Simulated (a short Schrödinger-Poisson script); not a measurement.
Structure: MOS inversion layer, SiO2 on p-type Si(100), at 300 K.

| layer | material | thickness (nm) | Na (cm⁻³) |
|---|---|---|---|
| 1 | SiO2 | 2.5 | - |
| 2 | Si | 800 | 2.9e17 |

The device is made up for the run: typed textbook-type constants, with dimensions and the other settings drawn at random. SiO2: permittivity 3.9, conduction-band edge (eV) 3.15, gap (eV) 9, electron mass (mₑ) 0.5. Si: permittivity 11.7, conduction-band edge (eV) 0, gap (eV) 1.124, Nv at 300 K (cm⁻³) 3.1e19.

Channel valleys (confinement mass, in-plane density-of-states mass, number): Δ2 0.916, 0.19, 2; Δ4 0.19, 0.417, 4. At the gate the conduction-band edge of layer 1 lies 3.72 eV − eVg above the Fermi level of the channel; the field vanishes at the back. Gaps are held at their typed values at every temperature. Mesh 0.03 nm at interfaces.

Solved with a short Schrödinger-Poisson script written for these runs: 1D Poisson equation in equilibrium, electrons quantum, Hartree (BenDaniel-Duke, 12 states a valley, the channel's in-plane mass for all, wave functions free to enter the dielectric), parabolic valleys, classical holes, full ionisation, no traps, pinning or gate leakage.

Only gate voltages with over 1e8 electrons/cm² are shown.

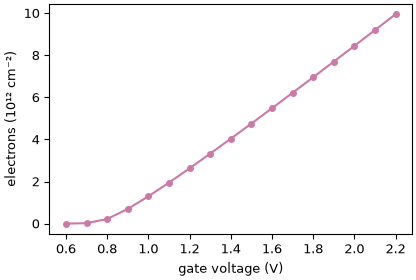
Fig. 1. Sheet density against gate voltage

| Vg (V) | electrons (cm⁻²) | C (μF/cm²) | Δ2 E0 (meV) | Δ2 E1 (meV) | Δ4 E0 (meV) | Δ4 E1 (meV) |
|---|---|---|---|---|---|---|
| 0.6 | 7.68e8 | 0.157 | 241.3 | 293.9 | 281.7 | 368.8 |
| 0.7 | 1.95e10 | 0.230 | 156.9 | 211.5 | 198.7 | 289.2 |
| 0.8 | 2.19e11 | 0.651 | 93.1 | 150.3 | 136.8 | 230.4 |
| 0.9 | 6.96e11 | 0.919 | 61.3 | 122.0 | 107.6 | 204.0 |
| 1 | 1.29e12 | 1.02 | 43.3 | 107.6 | 92.2 | 191.1 |
| 1.1 | 1.94e12 | 1.08 | 30.7 | 98.6 | 82.3 | 183.4 |
| 1.2 | 2.62e12 | 1.11 | 21.0 | 92.3 | 75.0 | 178.3 |
| 1.3 | 3.32e12 | 1.13 | 12.9 | 87.5 | 69.3 | 174.5 |
| 1.4 | 4.03e12 | 1.15 | 5.9 | 83.8 | 64.6 | 171.6 |
| 1.5 | 4.75e12 | 1.16 | -0.3 | 80.7 | 60.6 | 169.3 |
| 1.6 | 5.48e12 | 1.17 | -5.9 | 78.0 | 57.1 | 167.4 |
| 1.7 | 6.21e12 | 1.18 | -11.1 | 75.8 | 53.9 | 165.8 |
| 1.8 | 6.95e12 | 1.19 | -16.0 | 73.8 | 51.0 | 164.5 |
| 1.9 | 7.70e12 | 1.19 | -20.6 | 72.1 | 48.3 | 163.4 |
| 2 | 8.44e12 | 1.20 | -25.0 | 70.5 | 45.9 | 162.4 |
| 2.1 | 9.19e12 | 1.21 | -29.1 | 69.1 | 43.5 | 161.5 |
| 2.2 | 9.95e12 | 1.21 | -33.1 | 67.8 | 41.3 | 160.7 |

Subbands count from the Fermi level.
